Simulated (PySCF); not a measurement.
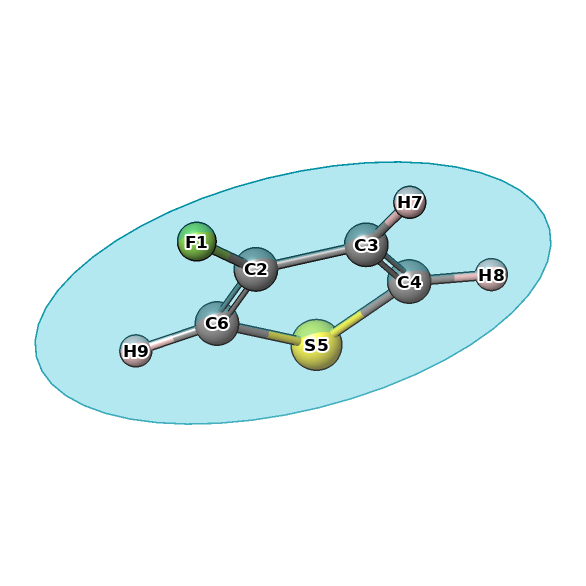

A disc through the centre of mass is drawn in. Distant atoms are faded towards the background colour. Computed geometry: PBE0-D3(BJ)/def2-SVP optimisation. No frequency run is at hand to confirm it as a minimum.

Q: Is the plane of the disc a mirror plane of the structure?

A: Yes. The reflection leaves F1, C2, C3, C4, S5, C6, H7, H8, H9 in place. The point group is Cs.
